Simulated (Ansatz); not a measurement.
## Resistivity from frozen vibrations: Ag(111) with 4 thermally displaced layers, 2x2

How much do lattice vibrations at 300 K scatter the electrons of Ag? Layers with random displacements are laid between perfect leads, and the resistance is followed against their length.

Method: Ansatz plane-wave DFT, PBE, PAW files; ballistic transport by layer matching (Landauer), zero bias; PAW set soft_1, in Ansatz 0.2.0.

## (1) Starting point

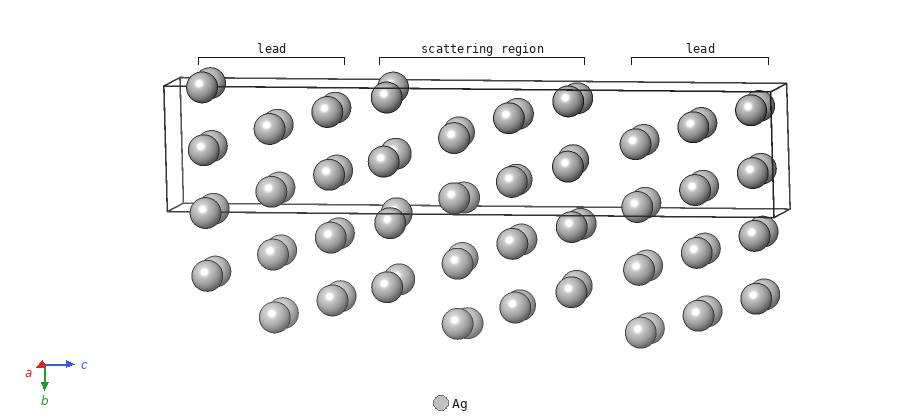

Start, viewed from the side, with the c axis across the page; silver light grey. 1×2×1 cells are drawn.

The cell holds 40 atoms: 40 Ag. Cell: a = 5.779 Å, b = 5.779 Å, c = 23.651 Å, α = 93.5°, β = 86.5°, γ = 120.0°. It derives from Ag. Regions: lead, 24 atoms (24 Ag); scattering region, 16 atoms (16 Ag). The structure is stacked along c, and the current runs across the ab planes.

## (2) With 4 displaced layers

Each atom of 4 layers is moved at random, by amounts drawn from a normal law 0.0901 Å wide in each direction from the Debye model (225 K) at 300 K. The layers about the cell's end stay perfect and serve as the lead. Disorder leaves little or no symmetry, which makes such runs dear. Energies from -0.05 to 0.05 eV in steps of 0.05 eV are too few for the program's thermal sum, so it prints no conductance; for a metal the transmission near the Fermi level serves, at a fraction of the cost.

The input, input.yaml:

```yaml
crystal:
  lattice:
    - [5.7787594586, 0.0, 0.0]
    - [-2.8893797293, 5.0045524935, 0.0]
    - [1.4446898646, -0.8340920822, 23.5916866996]
  atoms:
    - { symbol: Ag, position: [0.9916666667, 0.0083333333, 0.05] }
    - { symbol: Ag, position: [0.9916666667, 0.5083333333, 0.05] }
    - { symbol: Ag, position: [0.4916666667, 0.0083333333, 0.05] }
    - { symbol: Ag, position: [0.4916666667, 0.5083333333, 0.05] }
    - { symbol: Ag, position: [0.1416666667, 0.3583333333, 0.15] }
    - { symbol: Ag, position: [0.1416666667, 0.8583333333, 0.15] }
    - { symbol: Ag, position: [0.6416666667, 0.3583333333, 0.15] }
    - { symbol: Ag, position: [0.6416666667, 0.8583333333, 0.15] }
    - { symbol: Ag, position: [0.2916666667, 0.2083333333, 0.25] }
    - { symbol: Ag, position: [0.2916666667, 0.7083333333, 0.25] }
    - { symbol: Ag, position: [0.7916666667, 0.2083333333, 0.25] }
    - { symbol: Ag, position: [0.7916666667, 0.7083333333, 0.25] }
    - { symbol: Ag, position: [0.9505058703, 0.0776408301, 0.3528323935] }
    - { symbol: Ag, position: [0.9682950902, 0.5867114029, 0.3453955389] }
    - { symbol: Ag, position: [0.4200704394, 0.0344866795, 0.3495884543] }
    - { symbol: Ag, position: [0.4567266235, 0.558253827, 0.3518939447] }
    - { symbol: Ag, position: [0.0637742987, 0.4104038465, 0.4465360568] }
    - { symbol: Ag, position: [0.1267287595, 0.9249050478, 0.4536259079] }
    - { symbol: Ag, position: [0.5958629597, 0.4197864833, 0.4525127197] }
    - { symbol: Ag, position: [0.5818921352, 0.8993052702, 0.4495616414] }
    - { symbol: Ag, position: [0.2270561245, 0.2474520819, 0.5489176873] }
    - { symbol: Ag, position: [0.2382235643, 0.7711147828, 0.543903971] }
    - { symbol: Ag, position: [0.7492240123, 0.246722712, 0.5479148585] }
    - { symbol: Ag, position: [0.7194627558, 0.7555786548, 0.5490540914] }
    - { symbol: Ag, position: [0.8897870488, 0.0987826019, 0.6503580886] }
    - { symbol: Ag, position: [0.9240872979, 0.6153320366, 0.647808871] }
    - { symbol: Ag, position: [0.4049904574, 0.1063923523, 0.6522682207] }
    - { symbol: Ag, position: [0.3989291606, 0.6000635927, 0.6426275362] }
    - { symbol: Ag, position: [0.0416666667, 0.4583333333, 0.75] }
    - { symbol: Ag, position: [0.0416666667, 0.9583333333, 0.75] }
    - { symbol: Ag, position: [0.5416666667, 0.4583333333, 0.75] }
    - { symbol: Ag, position: [0.5416666667, 0.9583333333, 0.75] }
    - { symbol: Ag, position: [0.1916666667, 0.3083333333, 0.85] }
    - { symbol: Ag, position: [0.1916666667, 0.8083333333, 0.85] }
    - { symbol: Ag, position: [0.6916666667, 0.3083333333, 0.85] }
    - { symbol: Ag, position: [0.6916666667, 0.8083333333, 0.85] }
    - { symbol: Ag, position: [0.8416666667, 0.1583333333, 0.95] }
    - { symbol: Ag, position: [0.8416666667, 0.6583333333, 0.95] }
    - { symbol: Ag, position: [0.3416666667, 0.1583333333, 0.95] }
    - { symbol: Ag, position: [0.3416666667, 0.6583333333, 0.95] }
kpoints:
  mp_grid: { grid: [4, 4, 1] }
hamiltonian:
  xc: pbe
  pseudopotentials: { kind: paw, azcp: { folder: soft_1 } }
scf:
  occupations: { method: fermi_dirac, width: 0.1 }
output:
  transmission: { leads: [[0, 4]], kmesh: [8, 8], e_range: [-0.05, 0.05], de: 0.05 }
  write_potential: true
  write_density: true
  volumetric_format: npy
  elf: true
```

The run is started by

```bash
ansatz run input.yaml --threads 4 --pin off --max-ram 15360MiB --backend cpu --events-out ev --progress --plain --runs-dir out
```

Numbers of over 12 decimals in the logs are rounded to 6 here.

The program printed:

```text
Engine: ansatz 0.2.0, aarch64-unknown-linux-gnu
Pseudopotentials: kind: paw
Pseudopotential: Ag, paw, valence charge 19, recommended cutoff 420 eV (normal), soft_1/Ag.paw.azcp
Functional definition: PBE
  parameter kappa = 0.804
  parameter beta = 0.066725
  exchange = pbe_x(kappa = kappa, mu = beta*pi^2/3)
  correlation = pbe_c(beta = beta)
Crystal: 40 atoms, lattice volume = 682.274 Å³
Basis set: ecut = 420 eV, 13363 PW (Γ)
Bands: 456, of which v1, the nominal top of the filled ones, is band 380 counted from 1 (379 counted from 0)
Symmetry: 1 space group operations
Space group: P1 (ITA 1), of the structure as read, at distance tolerance 8.8e-5 Å
k-points: 10 of 16 (time reversal used)
Non-local potential: Ag, projectors of the file, l = 0: 3, l = 1: 2, l = 2: 2, l = 3: 1
PAW form: soft (Blöchl's): semilocal exchange-correlation on the pseudo side does not see the compensation charge
PAW one-centre angular grid: Ag, 590 points (default); XC on 64 Gauss nodes
Initial density: superposition of atomic densities (chi_scale 0.1, normalization cell)
Initial wavefunctions: pseudopotential atomic-orbital guess
Functional: x = pbe(κ = 0.804, μ = 0.219515), c = pbe(β = 0.066725)
SCF iter   1: F=—  HF=-303632.586573 eV  |F-HF|=—  |Δ(HF+E_count)|=         —  Δρ=7.06e-2  dr2=3.64e1  ethr=3.10e-3  ⟨swp⟩=4.0  Hψ=13563  notcnv=0  defer=89
preconditioner: auto → Kerker (q_TF=auto, 2.778 Å⁻¹)  [metal: Δε(μ)=0.044 eV  Ē_g=10.259 eV  σ=0.100 eV  W_gap=0.11  n_scr=260 (ndim 8)  ℏωp=29.8 eV  f_vac=0.000  D(μ)=14.35/eV (n_scr^D=80)]
SCF iter   2: F=—  HF=-303624.021297 eV  |F-HF|=—  |Δ(HF+E_count)|=    8.57e0  Δρ=2.48e-2  dr2=4.50e0  ethr=3.10e-3  ⟨swp⟩=2.1  Hψ=7091  notcnv=0  defer=545
SCF iter   3: F=—  HF=-303622.893143 eV  |F-HF|=—  |Δ(HF+E_count)|=    1.13e0  Δρ=9.64e-3  dr2=5.11e-1  ethr=5.92e-4  ⟨swp⟩=2.1  Hψ=6361  notcnv=0  defer=545
SCF iter   4: F=—  HF=-303622.883350 eV  |F-HF|=—  |Δ(HF+E_count)|=   9.79e-3  Δρ=2.22e-3  dr2=1.79e-2  ethr=6.72e-5  ⟨swp⟩=2.4  Hψ=7441  notcnv=0  defer=540
SCF iter   5: F=—  HF=-303622.890668 eV  |F-HF|=—  |Δ(HF+E_count)|=   7.32e-3  Δρ=3.71e-4  dr2=9.13e-4  ethr=2.35e-6  ⟨swp⟩=2.0  Hψ=6224  notcnv=0  defer=540
SCF iter   6: F=—  HF=-303622.891053 eV  |F-HF|=—  |Δ(HF+E_count)|=   3.84e-4  Δρ=1.71e-4  dr2=2.88e-4  ethr=1.20e-7  ⟨swp⟩=2.0  Hψ=7826  notcnv=0  defer=540
SCF iter   7: F=—  HF=-303622.891055 eV  |F-HF|=—  |Δ(HF+E_count)|=   2.52e-6  Δρ=4.94e-5  dr2=1.47e-5  ethr=3.78e-8  ⟨swp⟩=2.2  Hψ=7741  notcnv=0  defer=540
SCF iter   8: F=—  HF=-303622.891218 eV  |F-HF|=—  |Δ(HF+E_count)|=   1.63e-4  Δρ=1.74e-5  dr2=2.56e-6  ethr=1.93e-9  ⟨swp⟩=2.0  Hψ=6223  notcnv=0  defer=540
SCF iter   9: F=—  HF=-303622.891218 eV  |F-HF|=—  |Δ(HF+E_count)|=   9.78e-8  Δρ=3.20e-6  dr2=2.58e-7  ethr=3.36e-10  ⟨swp⟩=3.0  Hψ=6067  notcnv=0  defer=540
SCF iter  10: F=-303622.891218 eV  HF=-303622.891218 eV  |F-HF|=5.06e-8  |Δ(HF+E_count)|=   2.56e-9  Δρ=1.63e-6  dr2=5.27e-8  ethr=1.32e-11  ⟨swp⟩=7.7  Hψ=16206  notcnv=0
SCF 1 converged in 10 iterations: F = -303622.891218 eV  dr2 = 5.27e-8
  greatest PAW one-centre occupation: 1.001 electrons in one spin orbital (limit 2), on the Ag atom at site 19 (counted from 0), in its partial waves of l = 0
transmission: 108 of 1020 steps passed
transmission: 207 of 1020 steps passed
[...]
transmission: 1020 of 1020 steps passed
SCF converged after 10 iterations
Free energy (F): -303622.891218 eV
Harris-Foulkes:  -303622.891218 eV  (|F-HF|=5.06e-8)
Internal energy: -303622.458941 eV  (E = F + TS)
E sigma→0 (E₀):  -303622.675080 eV
Entropy (-TS):   -0.432277 eV (-10.807 meV/atom)
Fermi energy:    17.230928 eV
--- Per-component energies (eV) ---
  E_band       = -9459.987751
  E_kinetic    = 18719.145009
  E_local      = -83658.107210  (includes V_loc(G=0)·N_el)
  E_nonlocal   = 1267.256597
  E_hartree    = 41137.859528
  E_xc         = -6370.309351
  E_vxc        = -8064.191636  (∫ρ·V_xc dr)
  E_paw        = -158213.006410  (= ΣΔE_a)
  E_vpaw       = -19999.831815  (= ΣTr[D̂ρ^β])
  E_aug_tail   = 0.014977  (compensation charges beyond the density's cutoff)
  E_ewald      = -116505.312081
  E_smearing   = -0.432277  (= −TS)
  E_closure    = 0.000000  (closes the sum)
  Σ components = -303622.891218   (vs F -303622.891218, Δ=0.00e0)
--- Band table (eV; the first three rows and the last of 10) ---
  k-point 0: bands = [... 376 lower, 17.3787, 17.6793, 17.7155, 17.7323, 17.7607, 17.9975, 18.0578, 18.2119, ... 72 higher]
  k-point 1: bands = [... 376 lower, 16.8268, 16.8424, 16.9607, 17.0898, 17.1454, 17.2875, 17.5424, 17.7141, ... 72 higher]
  k-point 2: bands = [... 376 lower, 16.7733, 16.8305, 16.9834, 16.9939, 17.3248, 17.3440, 17.5960, 17.6298, ... 72 higher]
  k-point 9: bands = [... 376 lower, 16.8140, 16.8570, 16.8904, 16.9163, 17.5613, 17.5834, 17.5903, 17.6169, ... 72 higher]
--- Transmission ---
  basis      : 253 plane waves across, 30 finite elements along
  points     : 34, standing for a mesh of 8 x 8
  energies   : 3 from -0.050000 to 0.050000 eV about the Fermi level, 0.050000 eV apart; the leads are filled to 0.000000 eV, and channels, transmission and decay are at 0.000000 eV
  crystal 0  : Ag4, at the sites [0, 4], period 2.3592 Å, over 14.16 Å; its Hamiltonian steps by up to 4.3 meV
    offset         : up to 0.0000 Å between an atom of the period and one for which it stands
    channels       : 3.234375e0 a spin
    conductance    : none, the energies end too early or step too widely for 300 K: set another output.transmission.e_range or a lower de, or, where they end at an eighth of basis.ecutwfc, a higher one
  junction   : crystal 0 to crystal 0, 0.70 to 21.93 Å
    transmission   : 3.183102e0 a spin
    conductance    : none, the energies end too early or step too widely for 300 K: set another output.transmission.e_range or a lower de, or, where they end at an eighth of basis.ecutwfc, a higher one
```

Run time: 6.5 min. Hardware: 4 threads of Arm Neoverse V2, shared host; peak memory 6 GiB; 22 min of CPU time.

The column dr2 measures how far the density is from self-consistency, as an energy; F and HF (Harris–Foulkes) agree once it is small.

This step gave:

```
free energy                                    : -303622.8912 eV
energy at zero smearing                        : -303622.6751 eV
Fermi energy                                   : 17.23 eV
cell area                                      : 28.92 Å²
transmission per spin nearest the Fermi level  : 3.183
open channels per spin nearest the Fermi level : 3.234
step of the lead's potential                   : 4.3 meV
```

Per spin. The transmission, zone mean stays at 3.18 for energy from -0.05 to 0.05 eV.

Per spin. The open channels, zone mean, lead stays at 3.23 for energy from -0.05 to 0.05 eV.

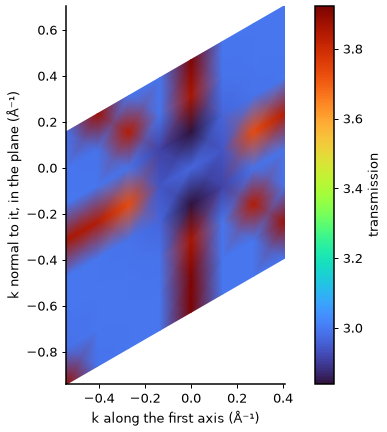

Transmission over k1 and k2. At 0.0000 eV from the Fermi level.

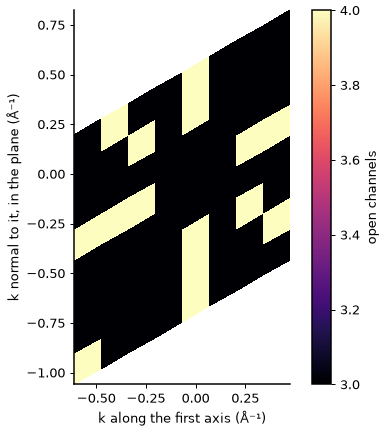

Open channels over k1 and k2. At 0.0000 eV from the Fermi level.

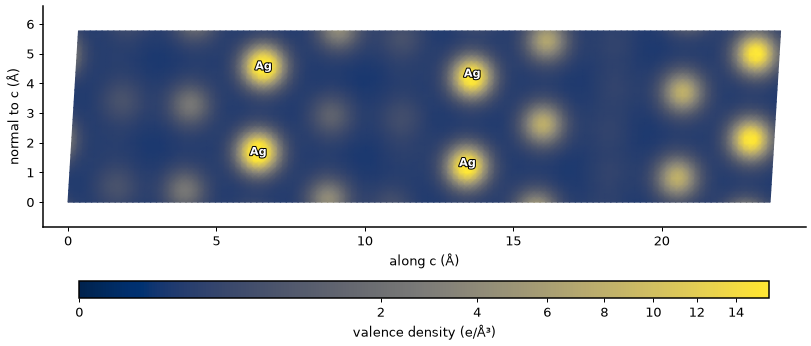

Valence density in the ca plane at fractional y = 0.208, with atoms of Ag within 0.2 Å of it. It is the smooth field of the valence electrons, not physical close to the nuclei. The colour scale is stretched toward low values.

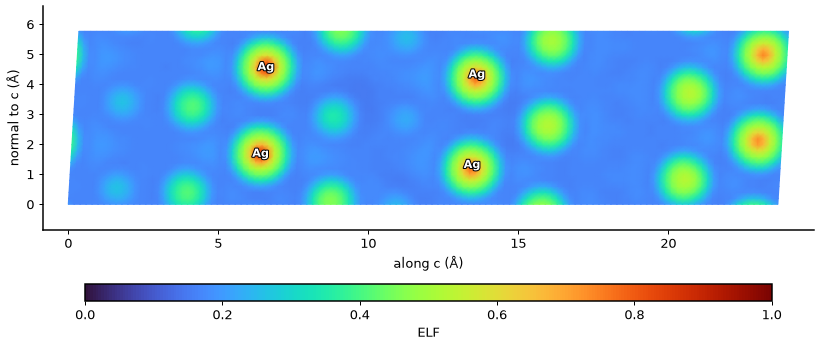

ELF in the ca plane at fractional y = 0.208, with atoms of Ag within 0.2 Å of it. It is the smooth field of the valence electrons, not physical close to the nuclei.

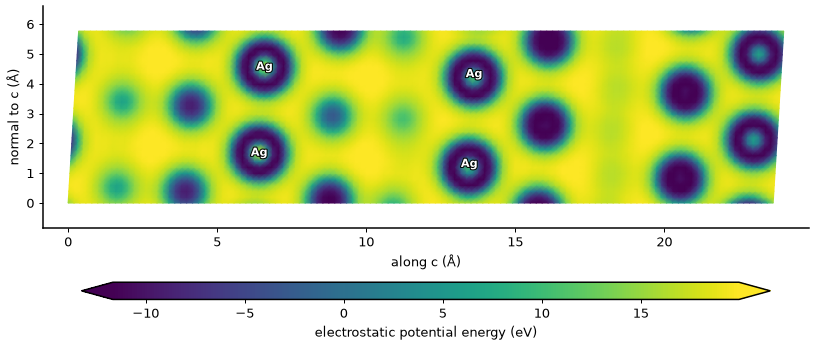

Electrostatic potential energy in the ca plane at fractional y = 0.208, with atoms of Ag within 0.2 Å of it. With pseudopotentials it is smooth inside the atoms' cores, unlike the true potential.

Over the solved energies the transmission per spin lies between 3.18 and 3.19, out of 3.23 channels of the lead on average (up to 3.23).

(Part 1 of 2 ends here.)

[Logs are printed without paths, hosts, clocks, repeated set-up lines and the standing remarks that a program may print on its own settings, such as how far it seeks lower states.]

[Hosts, paths, dates, database ids (printed as entryN), source tags and the programs' standing remarks are cut or masked in the printed files.]
